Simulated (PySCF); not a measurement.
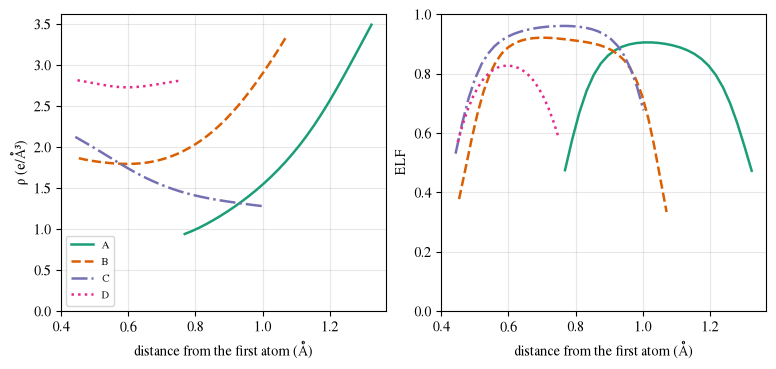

C7H14BNSi. Total electron density and ELF along straight lines between neighbouring atoms. The curves leave out the atomic cores.

Geometry: GFN2-xTB.

The calculation used PBE0/pcSseg-1, SCF density, gas phase, non-relativistic in PySCF.

Input file:

```
{"job": {"kind": "nmr", "xc": "PBE0", "basis": "pcSseg-1"}, "charge": 0, "multiplicity": 1}
B      3.547733    -0.822952    -0.262021
C      2.295970     0.034318     0.011586
C      2.134806     1.215897    -0.791931
C      2.002798     2.203045    -1.459614
Si     0.870962    -1.186101    -0.451226
N     -0.560071    -0.544081     0.225061
C     -0.844838     0.828211     0.603859
C     -2.157337     1.133952    -0.108698
C     -2.922812    -0.175568     0.075043
C     -1.821571    -1.246172     0.046793
H      3.948170    -1.538876     0.572967
H      4.070808    -0.795870    -1.307874
H      2.146124     0.287116     1.063368
H      1.901555     3.071315    -2.038907
H      0.837198    -1.337225    -1.918584
H      1.070895    -2.514928     0.147337
H     -0.988833     0.889061     1.691563
H     -0.036697     1.495928     0.312044
H     -1.963359     1.316936    -1.166048
H     -2.678229     1.991094     0.312585
H     -3.667698    -0.337057    -0.701248
H     -3.427524    -0.177975     1.041521
H     -1.811341    -1.787260    -0.901901
H     -1.958444    -1.983045     0.845345
```

Launched as:

```sh
OMP_NUM_THREADS=1 python probes_run.py task.json out
```

Which curve belongs to which contact (C–B, C–C, C–N and Si–N)? The first atom named is at distance zero.

Answer. Curve A: Si–N (1.71 Å): ρ at the midpoint is about 1.1 e/Å³; the ELF peaks at about 0.90 between the atoms; a polar covalent bond. Curve B: C–N (1.45 Å): ρ at the midpoint is about 1.9 e/Å³; the ELF peaks at about 0.90 between the atoms; localised, covalent bonding. Curve C: C–B (1.54 Å): ρ at the midpoint is about 1.4 e/Å³; the ELF peaks at about 0.95 between the atoms (a shared electron pair). Curve D: C–C (1.20 Å): ρ at the midpoint is about 2.7 e/Å³; the ELF peaks at about 0.85 between the atoms; a short, multiple covalent bond.
